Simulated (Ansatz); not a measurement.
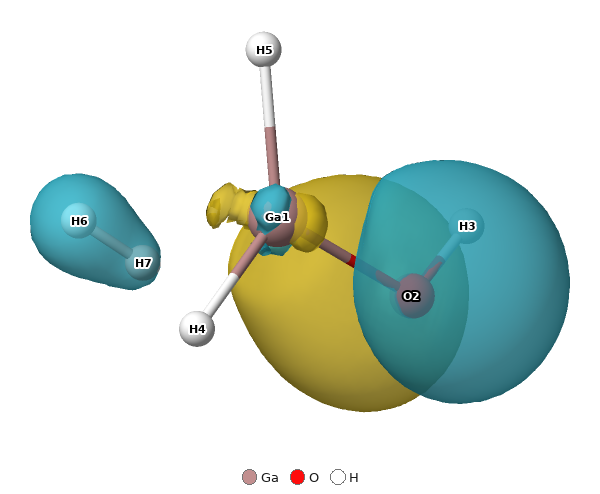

Figure 1: GaH₃O···H₂. The HOMO−1 at ±0.1 Å⁻³ᐟ² (yellow and cyan are the two phases), seen from one side.

Method: RKS LDA/def2-mTZVP (Ansatz 0.2.0).

Input file:

```
crystal:
  periodic: [false, false, false]
  atoms:
    - { symbol: Ga, position_ang: [-0.061855, -0.22494, 0.049516] }
    - { symbol: O, position_ang: [0.008968, -0.339558, 1.832559] }
    - { symbol: H, position_ang: [-0.850658, -0.419479, 2.289047] }
    - { symbol: H, position_ang: [1.382216, -0.217235, -0.541145] }
    - { symbol: H, position_ang: [-1.465902, -0.154529, -0.634865] }
    - { symbol: H, position_ang: [0.132182, 2.406567, 0.88454] }
    - { symbol: H, position_ang: [0.09415, 1.811774, 1.295248] }
basis:
  gaussian: { orbitals: def2-mTZVP }
hamiltonian:
  xc: lda
relax:
  f_tol: 0.03
  max_steps: 50
output:
  orbitals: {}
```

Command:

```sh
ansatz run input.yaml --threads 1 --pin off --max-ram 2048MiB --backend cpu --events-out ev --progress --plain --runs-dir out
```

The fields are those of the run's last geometry, not of the input's.

### Where does this orbital lie, and at what energy?

Its weight (Hirshfeld) is mainly on O2 (about 80 %) and Ga1 (about 10 %); largely a lone pair of O2. Its energy is −7.24 eV.
